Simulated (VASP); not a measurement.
Band structure of PbF$_{2}$ (fluorite). Computed with rev-vdW-DF2, VASP's PBE PAW potentials (set 64) (plane waves; VASP 6.6.1).

Unless said otherwise, spin-orbit coupling is left out, though it shifts the bands of the heavy elements here.

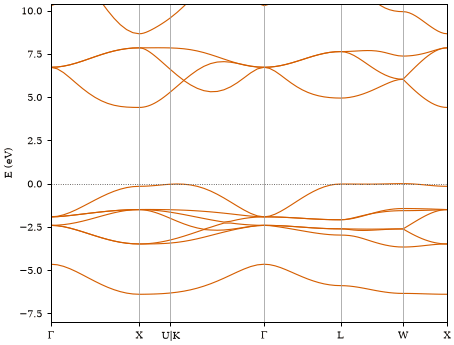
Bands along high-symmetry lines, zero at the valence-band maximum or, without a gap, the Fermi level

Read the plot: is there a gap, and where are the band edges?

The gap is indirect, 4.40 eV, from the valence maximum at W to the conduction minimum at X. (Edges off the drawn lines would not show.)

The compound is PbF2 in the fluorite structure, the β form. The cell was not relaxed at this level.
